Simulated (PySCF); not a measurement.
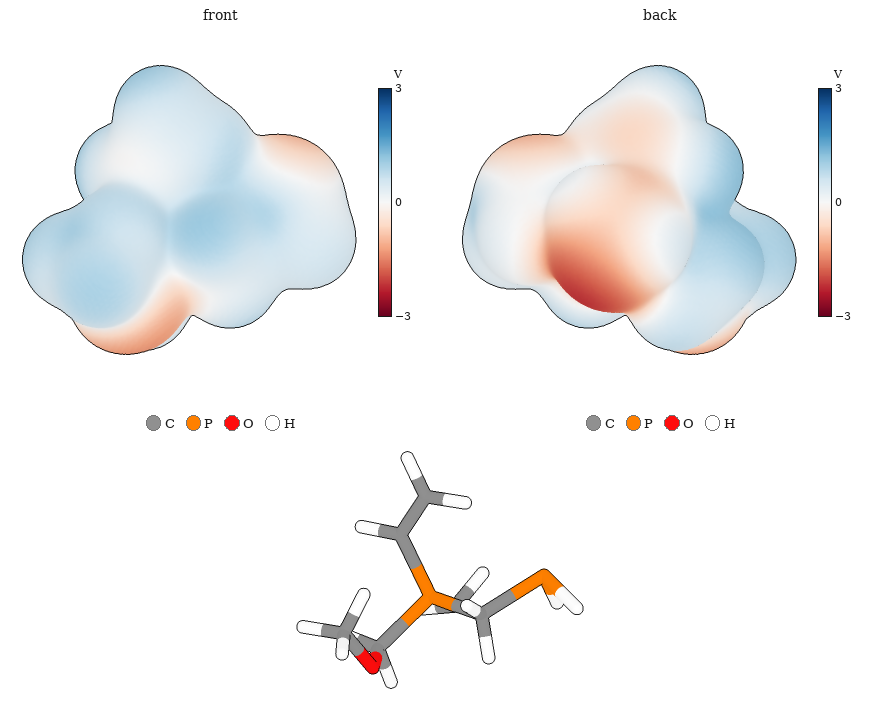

C6H14OP2. The molecular electrostatic potential painted on the density surface at 0.002 e/bohr³, seen from the front and from behind; the colour scale runs from red (negative) to blue (positive). The bare structure is drawn below in the same view.

Geometry: GFN2-xTB.

These are results of PBE0/pcSseg-1, SCF density, gas phase, non-relativistic in PySCF, not measurements.

```yaml
atoms:
  - { symbol: C, position_ang: [-1.0687, -1.8045, 1.4168] }
  - { symbol: C, position_ang: [-0.3986, -1.5927, 0.2911] }
  - { symbol: P, position_ang: [-0.4066, -0.0473, -0.6822] }
  - { symbol: C, position_ang: [-1.4096, 0.2632, -2.0323] }
  - { symbol: C, position_ang: [-0.5937, 1.2959, 0.5483] }
  - { symbol: P, position_ang: [-2.3922, 1.4787, 0.9963] }
  - { symbol: C, position_ang: [1.3365, 0.1463, -1.2736] }
  - { symbol: O, position_ang: [2.2365, 0.6489, -0.3274] }
  - { symbol: C, position_ang: [2.6864, -0.3092, 0.5995] }
  - { symbol: H, position_ang: [-1.5422, -0.9973, 1.9556] }
  - { symbol: H, position_ang: [-1.1503, -2.7860, 1.8564] }
  - { symbol: H, position_ang: [0.0325, -2.4247, -0.2633] }
  - { symbol: H, position_ang: [-2.4486, 0.0211, -1.8056] }
  - { symbol: H, position_ang: [-1.0630, -0.3191, -2.8876] }
  - { symbol: H, position_ang: [-0.2078, 2.2057, 0.0789] }
  - { symbol: H, position_ang: [-0.0120, 1.0675, 1.4469] }
  - { symbol: H, position_ang: [-2.2478, 2.7462, 1.5599] }
  - { symbol: H, position_ang: [-2.7677, 2.0085, -0.2300] }
  - { symbol: H, position_ang: [1.6874, -0.8095, -1.6959] }
  - { symbol: H, position_ang: [1.2764, 0.8860, -2.0809] }
  - { symbol: H, position_ang: [3.3889, 0.2034, 1.2540] }
  - { symbol: H, position_ang: [1.8614, -0.7175, 1.1933] }
  - { symbol: H, position_ang: [3.1978, -1.1366, 0.0917] }
```

### Which sites attract a positive test charge, and which a negative one?

A positive charge is drawn to the negative regions and a negative charge to the positive ones. The most negative region (about −2.1 V) lies over C4, the most positive (about +1.1 V) over P3, H12 and H19.

### How polar is the molecule by this calculation?

Its dipole moment is 3.42 D.
